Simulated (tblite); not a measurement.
C2H9N2Si: frequency calculation

System: C2H9N2Si, multiplicity 2, SMILES [CH2]N[SiH2]NC.
Method: GFN2-xTB harmonic vibrations, gas phase (tblite 0.8.0).

It belongs to a series of runs on one base structure; here: H removed from sp3 C.

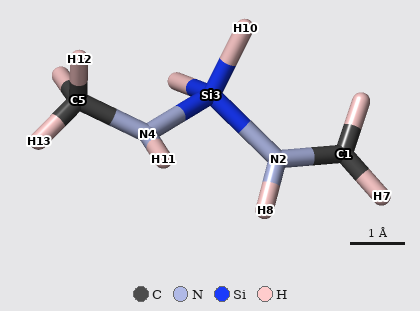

**Figure 1.** The input geometry (stick view, seen at a tilt; atoms are numbered from 1 in the order of the input). Bond lengths as drawn: C–H 1.07 to 1.10 Å, C–N 1.37 to 1.44 Å, H–N 1.01 Å, H–Si 1.47 Å and N–Si 1.72 to 1.73 Å.

**Input file**
```
{"job": {"kind": "ir", "xc": "GFN2-xTB", "basis": "xTB"}, "charge": 0, "multiplicity": 2}
C     -2.859108     0.170684     0.100278
N     -1.528913     0.491848     0.050105
Si    -0.238406    -0.552389    -0.429310
N      1.144948     0.430369    -0.150027
C      2.469563    -0.002303    -0.515502
H     -3.118616    -0.865708     0.050959
H     -3.560459     0.890111     0.471841
H     -1.354362     1.484195     0.100890
H     -0.205629    -0.889615    -1.860064
H     -0.372123    -1.788238     0.359965
H      1.164423     0.980120     0.696806
H      2.918734    -0.668676     0.230070
H      3.126112     0.860601    -0.645531
H      2.413157    -0.541472    -1.457697
```

The first line tells a small driver script what to run in tblite; the rest is the geometry in Å.

Machine: 1 CPU thread, shared host.

Run as:
```bash
OMP_NUM_THREADS=1 python <driver script> task.json out
```

**The program's output**
```
mode    cm-1     km/mol
  1      82.0      1.10
  2     102.2      3.71
  3     137.2      0.33
  4     172.0      2.98
  5     243.5     29.28
  6     303.1      8.17
  7     310.1      4.25
  8     334.6     21.78
  9     501.5     76.10
 10     528.7     20.90
 11     542.5    207.92
 12     587.6     24.73
 13     746.0    146.16
 14     785.9     56.76
 15     824.0    193.23
 16     837.5    242.09
 17    1035.3     21.86
 18    1066.0     33.81
 19    1114.6      3.75
 20    1167.1     91.37
 21    1278.6      7.13
 22    1353.8     30.33
 23    1365.1     86.77
 24    1425.5      4.64
 25    1445.2     37.06
 26    1495.5      3.38
 27    1506.8      2.02
 28    2140.4    453.87
 29    2193.3    179.75
 30    2900.2     85.42
 31    2969.7     61.20
 32    3037.0     32.54
 33    3137.4     30.09
 34    3190.9     50.76
 35    3433.4     11.32
 36    3442.3      3.91
```

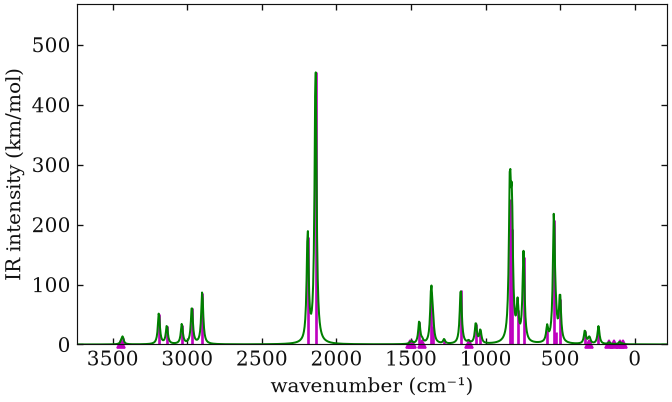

**Figure 2.** Harmonic infrared spectrum, unscaled: sticks (degenerate modes added up, dark ones marked on the axis) with a Lorentzian envelope of 16 cm⁻¹ full width, scaled to the tallest stick. 36 modes from 82 to 3442 cm⁻¹, none imaginary. The strongest line is at 2140 cm⁻¹ (454 km/mol).

**Key numbers**

- outcome: converged
- total energy: −446.4697 eV
- zero-point energy: 68.2430 kcal/mol
- peak memory: 0.18 GiB
